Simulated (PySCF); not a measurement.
```xyz
15

C     2.7438   -0.1574    0.0957
O     2.1639   -0.9805   -0.8960
C     0.8327   -0.9242   -0.9650
F     0.3976   -1.7360   -1.9479
C     0.0211   -0.1988   -0.2251
S    -1.7319   -0.1364   -0.2781
C    -2.1463    1.0921    0.9781
O    -2.2260   -1.4216    0.1331
O    -2.0902    0.3701   -1.5755
H     3.8181   -0.3122    0.0269
H     2.4995    0.8925   -0.0873
H     2.3831   -0.4375    1.0890
H    -1.8238    0.7052    1.9357
H    -1.6277    2.0073    0.7252
H    -3.2184    1.2452    0.9691
```

Geometry: GFN2-xTB.

Method: UKS B3LYP, pcH-1 on C F H O S, non-relativistic, mean-field spin-orbit, GIAO in PySCF 2.14.0, density-fitted response routines.

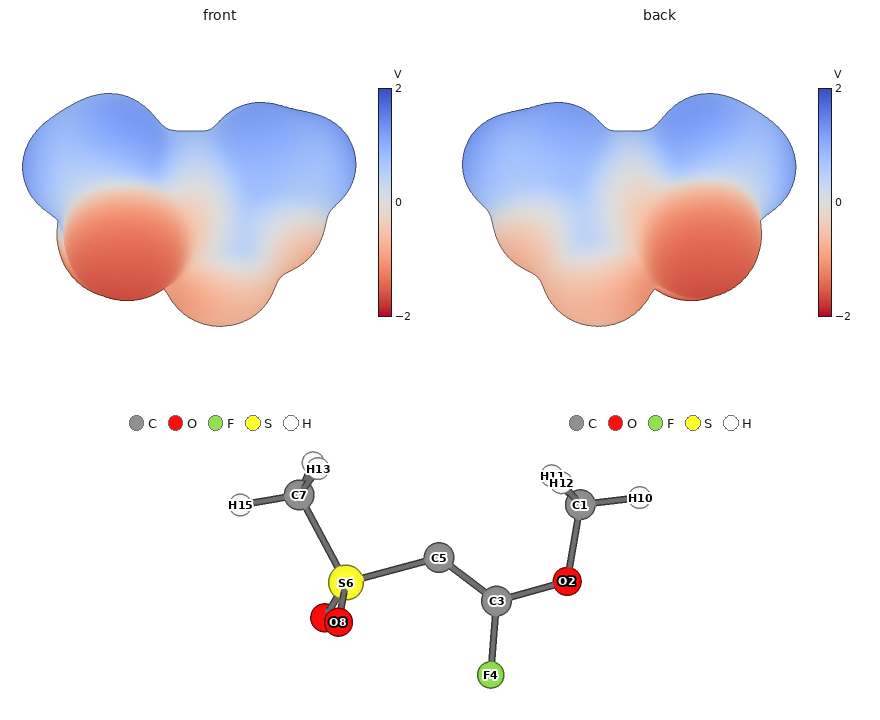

C4H6FO3S (SMILES CO/C(F)=[C]/S(C)(=O)=O) (doublet). The molecular electrostatic potential painted on the density surface at 0.001 e/bohr³, seen from the front and from behind; the colour scale runs from red (negative) to blue (positive). The bare structure is drawn below in the same view.

> Describe the electrostatic potential map.

The most negative region (about −1.6 V, or −37 kcal/mol for a unit charge) lies over O8 and O9, the most positive (about +1.2 V, or +28 kcal/mol for a unit charge) over C1, H10, H13 and H14.
